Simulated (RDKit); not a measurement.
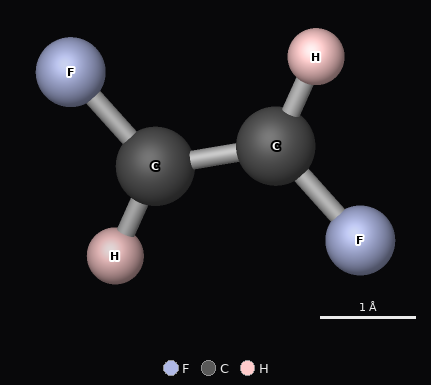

*The structure as given in the input (ball-and-stick view, seen at a tilt).*

Run report: C2H2F2, single-point calculation

System: C2H2F2, SMILES FC=CF.
Method: MMFF94 (RDKit 2026.09.1).

The geometry comes from this level: GFN2-xTB.

**The input (job.py)**
```python
# MMFF94 energy with RDKit
import json
import numpy as np
from rdkit import Chem
from rdkit.Chem import AllChem

mol = Chem.MolFromMolFile("mol.sdf", removeHs=False)
symbols = [a.GetSymbol() for a in mol.GetAtoms()]
start = mol.GetConformer().GetPositions().copy()

props = AllChem.MMFFGetMoleculeProperties(mol, mmffVariant="MMFF94")
ff = AllChem.MMFFGetMoleculeForceField(mol, props)
e = ff.CalcEnergy()
g = np.array(ff.CalcGrad()).reshape(-1, 3)
print(f"MMFF94 energy {e:.5f} kcal/mol, gradient norm {np.linalg.norm(g):.4f} kcal/mol/angstrom")
print("atom  type  charge   gradient")
for i, a in enumerate(symbols):
    print(f"{a:<2}{i + 1:<3} {props.GetMMFFAtomType(i):4d} {props.GetMMFFPartialCharge(i):8.4f}  " + " ".join(f"{c:9.4f}" for c in g[i]))
names = ["Bond", "Angle", "StretchBend", "Oop", "Torsion", "VdW", "Ele"]
terms = []
for name in names:
    for other in names:
        getattr(props, f"SetMMFF{other}Term")(other == name)
    terms.append(AllChem.MMFFGetMoleculeForceField(mol, props).CalcEnergy())
    print(f"{name:<12} {terms[-1]:11.5f} kcal/mol")
json.dump(dict(symbols=symbols, start=start.tolist(), energy=e, gradient=g.tolist(), charges_other=[props.GetMMFFPartialCharge(i) for i in range(len(symbols))], atom_types=[str(props.GetMMFFAtomType(i)) for i in range(len(symbols))], energy_term_names=names, energy_terms=terms), open("results.json", "w"))
```

**File mol.sdf**
```

     RDKit          3D

  6  5  0  0  0  0  0  0  0  0999 V2000
   -1.0176   -0.0154   -1.4429 F   0  0  0  0  0  0  0  0  0  0  0  0
    0.0603    0.0299   -0.6564 C   0  0  0  0  0  0  0  0  0  0  0  0
   -0.0613   -0.0301    0.6564 C   0  0  0  0  0  0  0  0  0  0  0  0
    1.0184    0.0156    1.4410 F   0  0  0  0  0  0  0  0  0  0  0  0
    0.9895    0.1171   -1.1989 H   0  0  0  0  0  0  0  0  0  0  0  0
   -0.9892   -0.1170    1.2009 H   0  0  0  0  0  0  0  0  0  0  0  0
  2  1  1  0
  3  2  2  0
  4  3  1  0
  5  2  1  0
  6  3  1  0
M  END
$$$$
```

Command:
```bash
python job.py
```

**Log**
```
MMFF94 energy 0.79908 kcal/mol, gradient norm 15.8540 kcal/mol/angstrom
atom  type  charge   gradient
F 1     11  -0.1495     4.3676   -0.0428    9.0825
C 2      2  -0.0005    -3.6419   -0.2736   -0.2725
C 3      2  -0.0005     3.2240    0.2235    0.1731
F 4     11  -0.1495    -4.0659    0.0671   -9.0974
H 5      5   0.1500     2.1044    0.0436    3.0740
H 6      5   0.1500    -1.9882   -0.0178   -2.9596
Bond             0.33409 kcal/mol
Angle            1.62108 kcal/mol
StretchBend     -0.27324 kcal/mol
Oop              0.00000 kcal/mol
Torsion          0.00000 kcal/mol
VdW             -0.05944 kcal/mol
Ele             -0.82341 kcal/mol
```

**Key numbers**

```json
{"quantity": "outcome", "value": "converged"}
{"quantity": "total energy", "value": "0.001273 hartree"}
{"quantity": "largest force", "value": "0.437 eV/Å"}
{"quantity": "hardware", "value": "1 thread of Arm Neoverse V2, 24 GiB of memory available, shared host"}
{"quantity": "peak memory", "value": "0.073 GiB"}
```
